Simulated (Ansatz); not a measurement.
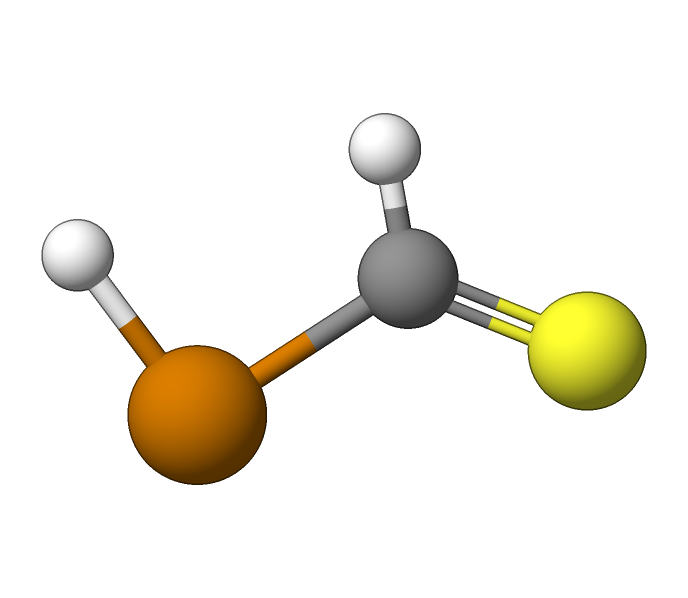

A ball-and-stick model of a molecule. Double and triple bonds are drawn as two and three sticks. Colours: sulfur yellow, carbon grey, tellurium orange, hydrogen white.

**Give the formula.**

CH2STe, 5 atoms: 1 carbon, 2 hydrogen, 1 sulfur and 1 tellurium.

**What is its SMILES?**

S=C[TeH]

The parts below concern this one geometry. Atoms keep their numbers from picture to picture. Computed geometry: PBE0-D4/def2-TZVP optimisation. No frequency run is at hand to confirm it as a minimum.

Electronic properties

No frequency run is at hand to confirm it as a minimum. Method: RKS PBE0-D4/def2-TZVPP, core potentials on Te (Ansatz 0.2.0).

What does the calculation give?

- HOMO energy (Kohn–Sham orbital): −6.57 eV
- LUMO energy (Kohn–Sham orbital): −2.41 eV
- HOMO–LUMO gap: 4.16 eV

Charges

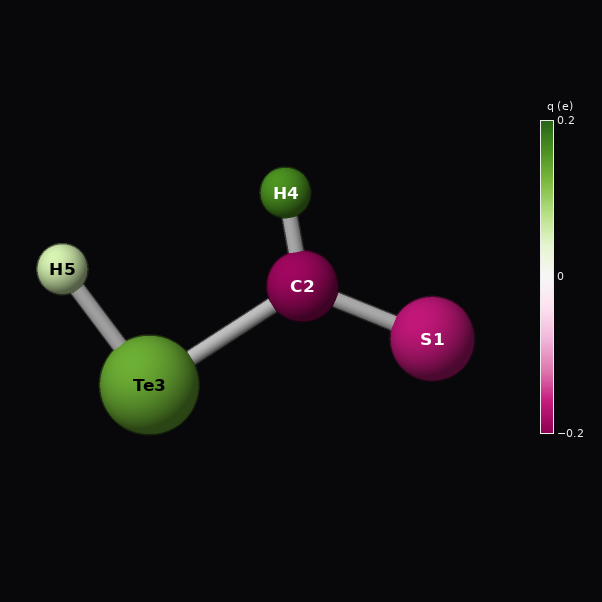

Atoms are coloured by their Mulliken charges. No frequency run is at hand to confirm it as a minimum. Level of theory: RKS PBE0-D4/def2-TZVP, core potentials on Te (Ansatz 0.2.0).

**Which atom carries the highest charge (most positive or least negative)?**

H4 (0.16 e).

**And the lowest?**

C2 (−0.19 e).

List the Mulliken charges.

```csv
atom,value (e)
S1,−0.17
C2,−0.19
Te3,0.14
H4,0.16
H5,0.06
```

Dipole moment

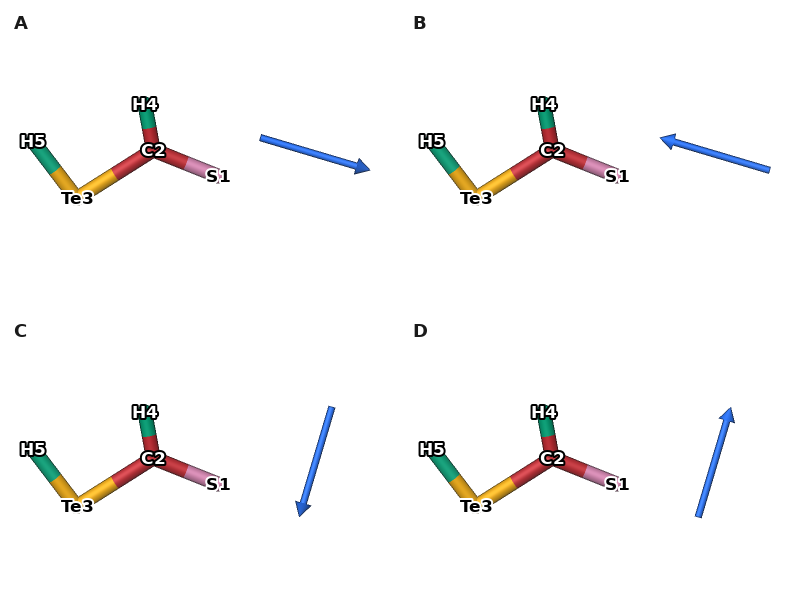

The same molecule four times, each with an arrow. No frequency run is at hand to confirm it as a minimum. Level of theory: RKS PBE0-D4/def2-TZVP, core potentials on Te (Ansatz 0.2.0).

**Which arrow points along the dipole moment, from the negative to the positive end?**

B. The dipole moment is 2.28 D; it points from the side of S1 to the side of H5 (the outermost atoms at the two ends).

Mulliken values depend strongly on the basis set and can even reverse the polarity of a bond.
